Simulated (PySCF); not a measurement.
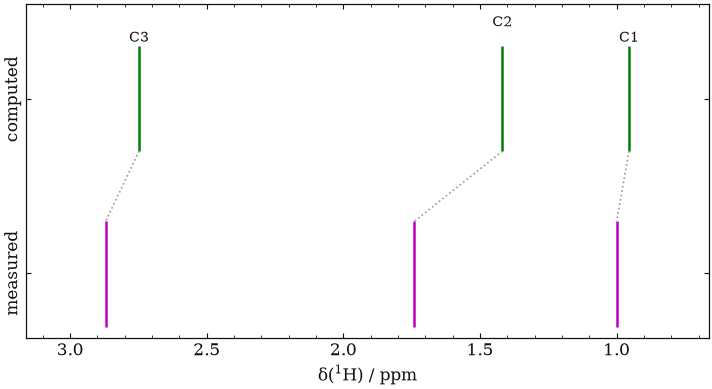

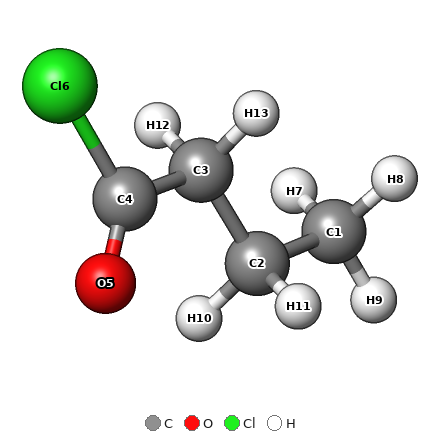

¹H shifts of C₄H₇ClO, SMILES CCCC(=O)Cl against TMS: GIAO ωB97X-D/pcSseg-1 (IEF-PCM chloroform) (PySCF 2.14.0) for one gas-phase conformer (PBE0-D3(BJ)/def2-SVP, like atoms averaged; labels name one atom bearing the H of each set) above, published measurements (solution) below; dotted lines join the same nuclei. Only nuclei with a measured value are shown, one named for each set of like atoms.

How well does the calculation match?

Mean error −0.16 ppm, mean absolute error 0.16 ppm; the largest is −0.32 ppm, for H on C2.

Give the values.

| nucleus | computed | measured |
| --- | --- | --- |
| H on C3 | 2.75 | 2.87 |
| H on C2 | 1.42 | 1.74 |
| H on C1 | 0.95 | 1.00 |
